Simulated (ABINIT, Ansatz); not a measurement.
**A GW run on Cs3GaF6 (Fm-3m) in ABINIT, with inputs changed**

What do changed inputs do to GW on Cs3GaF6 (Fm-3m)?

Main program and level: ABINIT 10.8.3; PBEsol and many-body steps on it, plane waves.

**1. Starting point**

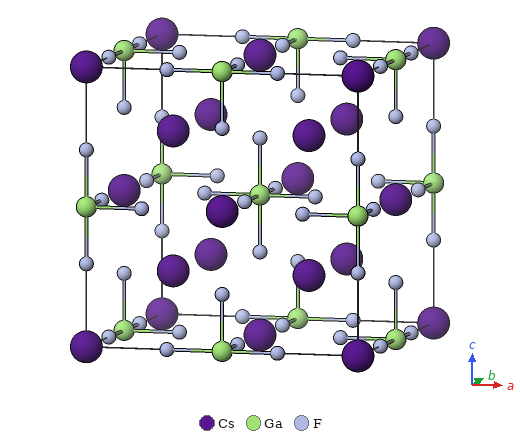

The starting structure, seen slightly off an axis (caesium purple, gallium green, fluorine light blue). This picture shows the conventional cell, with its axes. Some periodic images of atoms are drawn too.

The cell and positions come from the Crystallography Open Database and are kept as given unless a step says otherwise. Spin-orbit coupling is left out unless a step names it.

**2. Screening, 2×2×2 mesh, 179 bands, screening to 141.5 eV**

This step: ABINIT 10.8.3; RPA screening on PBEsol, plane waves, norm-conserving pseudopotentials.

The RPA dielectric matrix is built and inverted for each q.

run.abi reads:

```
acell 3*1.0 Angstrom
rprim 
  -0.000000000000 4.723900000000 4.723900000000
  4.723900000000 0.000000000000 4.723900000000
  4.723900000000 4.723900000000 0.000000000000
ntypat 3
znucl 55 31 9
natom 10
typat 1 1 1 2 3 3 3 3 3 3
xred 
  0.750000000000 0.750000000000 0.750000000000
  0.250000000000 0.250000000000 0.250000000000
  0.000000000000 0.000000000000 0.000000000000
  0.500000000000 0.500000000000 0.500000000000
  0.296500000000 0.703500000000 0.703500000000
  0.703500000000 0.296500000000 0.703500000000
  0.703500000000 0.296500000000 0.296500000000
  0.296500000000 0.703500000000 0.296500000000
  0.703500000000 0.703500000000 0.296500000000
  0.296500000000 0.296500000000 0.703500000000
pp_dirpath "pseudos"
pseudos "Cs.upf, Ga.upf, F.upf"
ecut 45
ngkpt 2 2 2
nshiftk 1
shiftk 0 0 0
kptopt 1
chksymbreak 0
istwfk *1
occopt 1
irdwfk 1
optdriver 3
nband 179
ecuteps 5.2
inclvkb 2
awtr 1
symchi 1
indata_prefix "in"
outdata_prefix "out"
tmpdata_prefix "tmp"
```

On the command line:

```console
$ OMP_NUM_THREADS=1 mpirun -n 4 abinit run.abi > log
```

What it wrote:

```text
.Version 10.8.3 of ABINIT. v10.8.2 released Aug 2026.

 Symmetries : space group Fm -3 m (#225); Bravais cF (face-center cubic)
[... echo of the input left out ...]
== DATASET  1 ==================================================================
-   mpi_nproc: 4, omp_nthreads: 1 (-1 if OMP is not activated)

--- !DatasetInfo
iteration_state: {dtset: 1, }
dimensions: {natom: 10, nkpt: 3, mband: 179, nsppol: 1, nspinor: 1, nspden: 1, mpw: 20554, }
cutoff_energies: {ecut:  45.0, pawecutdg:  -1.0, }
electrons: {nelect:   9.00000000E+01, charge:   0.00000000E+00, occopt:   1.00000000E+00, tsmear:   1.00000000E-02, }

 SCREENING: Calculation of the susceptibility and dielectric matrices

 Based on a program developped by R.W. Godby, V. Olevano, G. Onida, and L. Reining.
 Incorporated in ABINIT by V. Olevano, G.-M. Rignanese, and M. Torrent.
.Using double precision arithmetic ; gwpc =  8

[... cell and pseudopotentials left out ...]
--------------------------------------------------------------------------------

 ==== K-mesh for the wavefunctions ====
 Number of points in the irreducible wedge :     3
[... list of points left out ...]
 Together with 48 symmetry operations and time-reversal symmetry
 yields     8 points in the full Brillouin Zone.

 ==== Q-mesh for the screening function ====
 Number of points in the irreducible wedge :     3
[... list of points left out ...]
 Together with 48 symmetry operations and time-reversal symmetry
 yields     8 points in the full Brillouin Zone.

 setmesh: FFT mesh size selected  =    54x   54x   54
          total number of points  =       157464

 vcoul_init : cutoff-mode = AUXILIARY_FUNCTION
 q-points for optical limit:   1
     1)      0.000010    0.000020    0.000030

- screening: taking advantage of time-reversal symmetry
- Maximum band index for partially occupied states nbvw = 45
- Remaining bands to be divided among processors   nbcw = 134
- Number of bands treated by each node ~33

 Number of electrons calculated from density =   90.0000; Expected =   90.0000
 average of density, n =  0.063258
 r_s =    1.5569
 omega_plasma =   24.2612 [eV]

 calculating chi0 at frequencies [eV] :
  1    0.000000E+00    0.000000E+00
  2    0.000000E+00    2.426121E+01

--------------------------------------------------------------------------------
  q-point number  1        q = ( 0.000000, 0.000000, 0.000000) [r.l.u.]
--------------------------------------------------------------------------------
[... chi0 elements left out ...]
 For q-point:  0.000010 0.000020 0.000030
  dielectric constant =   2.2228
  dielectric constant without local fields =   2.4981

  Average fulfillment of the sum rule on Im[epsilon] for q-point    1 :     38.26  [%]
[... wings left out ...]
  q-point number  2        q = ( 0.500000, 0.000000, 0.000000) [r.l.u.]
--------------------------------------------------------------------------------
[... chi0 elements left out ...]
  Average fulfillment of the sum rule on Im[epsilon] for q-point    2 :     42.92  [%]

 [... 1 further q-points ...]
```

It took 7.3 min on 4 MPI ranks of Intel Xeon 6975P-C (Granite Rapids), shared host; peak memory 4.9 GiB; 29 min of CPU time.

This step gave:

| Quantity | Value |
| --- | --- |
| ε∞ with local fields, on this mesh, along the program's q direction | 2.223 |
| the same without local fields | 2.498 |
| plasma frequency | 24.26 eV |
| plane waves in the screening matrix | 821 |

Local fields lower ε∞ by 11 %. On a Γ-centred mesh this coarse the value itself is usually too large, while a short band sum pulls it down.

**3. Base**

The self-energy is evaluated for the states that the input lists, and the levels follow from it, in one-shot runs by the linearised quasiparticle equation.

This step: G0W0 on PBEsol, plane waves, norm-conserving pseudopotentials.

run.abi: that of step 2 with these lines changed.

```diff
@@ -31,8 +31,17 @@
 irdwfk 1
-optdriver 3
+optdriver 4
 nband 179
+gwcalctyp 0
+ecutsigx 45
+symsigma 1
+nkptgw 2
+kptgw 
+  0.5000000000 0.0000000000 0.0000000000
+  0.0000000000 0.0000000000 0.0000000000
+bdgw 
+  44 47
+  43 48
 ecuteps 5.2
-inclvkb 2
-awtr 1
-symchi 1
+irdscr 1
+ppmodel 1
 indata_prefix "in"
```

What it wrote:

```text
.Version 10.8.3 of ABINIT. v10.8.2 released Aug 2026.

 Symmetries : space group Fm -3 m (#225); Bravais cF (face-center cubic)
[... echo of the input left out ...]
== DATASET  1 ==================================================================
-   mpi_nproc: 4, omp_nthreads: 1 (-1 if OMP is not activated)

--- !DatasetInfo
iteration_state: {dtset: 1, }
dimensions: {natom: 10, nkpt: 3, mband: 179, nsppol: 1, nspinor: 1, nspden: 1, mpw: 20554, }
cutoff_energies: {ecut:  45.0, pawecutdg:  -1.0, }
electrons: {nelect:   9.00000000E+01, charge:   0.00000000E+00, occopt:   1.00000000E+00, tsmear:   1.00000000E-02, }

 SIGMA: Calculation of the GW corrections

 Based on a program developped by R.W. Godby, V. Olevano, G. Onida, and L. Reining.
 Incorporated in ABINIT by V. Olevano, G.-M. Rignanese, and M. Torrent.
.Using double precision arithmetic ; gwpc =  8

[... cell and pseudopotentials left out ...]
--------------------------------------------------------------------------------

 ==== K-mesh for the wavefunctions ====
 Number of points in the irreducible wedge :     3
[... list of points left out ...]
 Together with 48 symmetry operations and time-reversal symmetry
 yields     8 points in the full Brillouin Zone.

 ==== Q-mesh for screening function ====
 Number of points in the irreducible wedge :     3
[... list of points left out ...]
 Together with 48 symmetry operations and time-reversal symmetry
 yields     8 points in the full Brillouin Zone.

 vcoul_init : cutoff-mode = AUXILIARY_FUNCTION
 q-points for optical limit:   1
     1)      0.000010    0.000020    0.000030
 setmesh: FFT mesh size selected  =    80x   80x   80
          total number of points  =       512000

 Number of electrons calculated from density =   90.0000; Expected =   90.0000
 average of density, n =  0.063258
 r_s =    1.5569
 omega_plasma =   24.2612 [eV]

 === KS Band Gaps ===
  >>>> For spin  1
   Minimum direct gap =   5.9384 [eV], located at k-point      :   0.0000  0.0000  0.0000
   Fundamental gap    =   5.9141 [eV], Top of valence bands at :   0.5000  0.0000  0.0000
                                       Bottom of conduction at :   0.0000  0.0000  0.0000
 SIGMA fundamental parameters:
 PLASMON POLE MODEL  1
 number of plane-waves for SigmaX                20395
 number of plane-waves for SigmaC and W            821
 number of plane-waves for wavefunctions         20395
 number of bands                                   179
 number of independent spin polarizations            1
 number of spinorial components                      1
 number of k-points in IBZ                           3
 number of q-points in IBZ                           3
 number of symmetry operations                      48
 number of k-points in BZ                            8
 number of q-points in BZ                            8
 number of frequencies for dSigma/dE                 9
 frequency step for dSigma/dE [eV]                0.25
 number of omega for Sigma on real axis              0
 max omega for Sigma on real axis  [eV]           0.00
 zcut for avoiding poles [eV]                     0.10

 EPSILON^-1 parameters (SCR file):
 dimension of the eps^-1 matrix on file            821
 dimension of the eps^-1 matrix used               821
 number of plane-waves for wavefunctions         20395
 number of bands                                   179
 number of q-points in IBZ                           3
 number of frequencies                               2
 number of real frequencies                          1
 number of imag frequencies                          1

 matrix elements of self-energy operator (all in [eV])

 Perturbative Calculation

--- !SelfEnergy_ee
iteration_state: {dtset: 1, }
kpoint     : [   0.500,    0.000,    0.000, ]
spin       : 1
KS_gap     :    7.612
QP_gap     :   11.463
Delta_QP_KS:    3.851
data: !SigmaeeData |
     Band     E0 <VxcDFT>   SigX SigC(E0)      Z dSigC/dE  Sig(E)    E-E0       E
       44   0.141 -22.204 -29.286   5.219   0.797  -0.255 -23.688  -1.484  -1.343
       45   0.141 -22.204 -29.286   5.219   0.797  -0.255 -23.688  -1.484  -1.343
       46   7.754 -14.545  -9.571  -2.235   0.864  -0.158 -12.179   2.367  10.120
       47   8.097  -9.111  -4.762  -2.518   0.882  -0.133  -7.495   1.616   9.713

--- !SelfEnergy_ee
iteration_state: {dtset: 1, }
kpoint     : [   0.000,    0.000,    0.000, ]
spin       : 1
KS_gap     :    5.938
QP_gap     :    9.162
Delta_QP_KS:    3.223
data: !SigmaeeData |
     Band     E0 <VxcDFT>   SigX SigC(E0)      Z dSigC/dE  Sig(E)    E-E0       E
       43   0.117 -22.229 -29.723   5.544   0.791  -0.264 -23.772  -1.543  -1.426
       44   0.117 -22.229 -29.723   5.544   0.791  -0.264 -23.772  -1.543  -1.426
       45   0.117 -22.229 -29.723   5.544   0.791  -0.264 -23.772  -1.543  -1.426
       46   6.056  -9.990  -5.616  -2.474   0.884  -0.131  -8.310   1.680   7.736
       47   7.760  -7.956  -3.766  -2.460   0.888  -0.126  -6.419   1.536   9.296
       48   7.760  -7.956  -3.766  -2.460   0.888  -0.126  -6.419   1.536   9.296

== END DATASET(S) ==============================================================
================================================================================

 -outvars: echo values of variables after computation  --------
           etotal      0.0000000000E+00
            nband         179
             nkpt           3
          spgroup         225
 [... the other variables as echoed above ...]

 Calculation completed.
```

It took 98 s on 4 MPI ranks; peak memory 3.5 GiB.

This step gave:

```
G0W0 gap on the points computed              : 9.079 eV
starting gap on the mesh                     : 5.914 eV
k of the valence top                         : 0.5, 0, 0
k of the conduction bottom                   : 0, 0, 0
Z at the valence top                         : 0.797
Z at the conduction bottom                   : 0.884
least direct G0W0 gap on the computed points : 9.162 eV
```

The gap on the mesh goes from 5.91 eV to 9.08 eV, a correction of +3.16 eV.

[end of part 1 of 2]

[Paths, hosts, dates, memory and timing lines, banners, echoed tables and standing remarks are left out of the program output.]

[Logs are printed without paths, hosts, clocks, repeated set-up lines and the standing remarks that a program may print on its own settings, such as how far it seeks lower states.]

[Runs of the session that timed out or met a known fault of the program may be left out.]

[Hosts, paths, dates, database ids (printed as entryN), source tags and the programs' standing remarks are cut or masked in the printed files.]

[G0W0 gaps are taken among the corrected bands and points alone; a level outside them can change the order at an edge.]

[Where Ansatz stands beside ABINIT at settings called matched, ABINIT's density can come from a denser mesh and the files from another edition; pairs whose starting gaps differed by over 0.03 eV were left out, so agreement reads better than it is.]
